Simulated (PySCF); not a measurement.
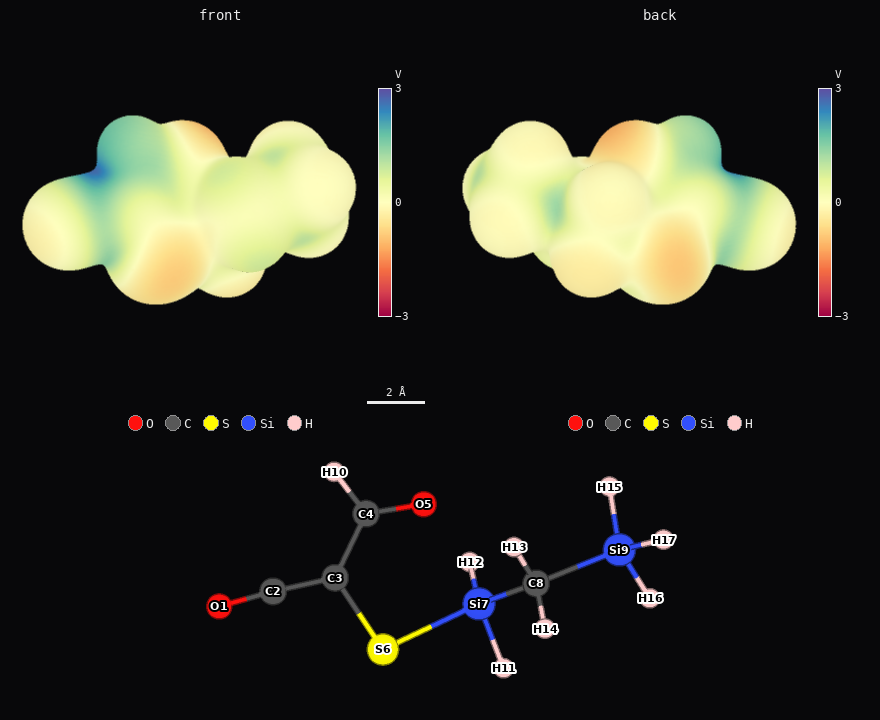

The picture shows: C$_{4}$H$_{8}$O$_{2}$SSi$_{2}$ (SMILES O=C=C(C=O)S[SiH2]C[SiH3]). The molecular electrostatic potential painted on the density surface at 0.002 e/bohr³, seen from the front and from behind; red is negative and blue positive. The bare structure is drawn below in the same view.

Geometry: GFN2-xTB.

The calculation used PBE0/pcSseg-1, SCF density, gas phase, non-relativistic in PySCF 2.14.0.

| atom | x (Å) | y (Å) | z (Å) |
| --- | --- | --- | --- |
| O | -4.7322 | -1.6694 | 0.7023 |
| C | -3.7165 | -1.2047 | 0.4152 |
| C | -2.5287 | -0.7405 | 0.1016 |
| C | -2.2065 | 0.5961 | -0.2775 |
| O | -1.0838 | 0.9619 | -0.5698 |
| S | -1.2266 | -1.9716 | 0.1543 |
| Si | 0.5182 | -0.8245 | -0.5694 |
| C | 1.3355 | 0.2627 | 0.7434 |
| Si | 2.8858 | 1.1187 | 0.0661 |
| H | -3.0493 | 1.3017 | -0.2920 |
| H | 1.3447 | -2.0469 | -0.6303 |
| H | 0.3195 | -0.4388 | -1.9581 |
| H | 0.6541 | 1.0212 | 1.1237 |
| H | 1.6191 | -0.3609 | 1.5916 |
| H | 2.5163 | 2.0351 | -1.0100 |
| H | 3.8077 | 0.1072 | -0.4506 |
| H | 3.5356 | 1.8647 | 1.1487 |

Which sites attract a positive test charge, and which a negative one?

A positive charge is drawn to the negative regions and a negative charge to the positive ones. The most negative region (about −1.1 V, or −25 kcal/mol for a unit charge) lies over O5, the most positive (about +2.4 V, or +55 kcal/mol for a unit charge) over C2. O5 is the likeliest acceptor of a hydrogen bond.
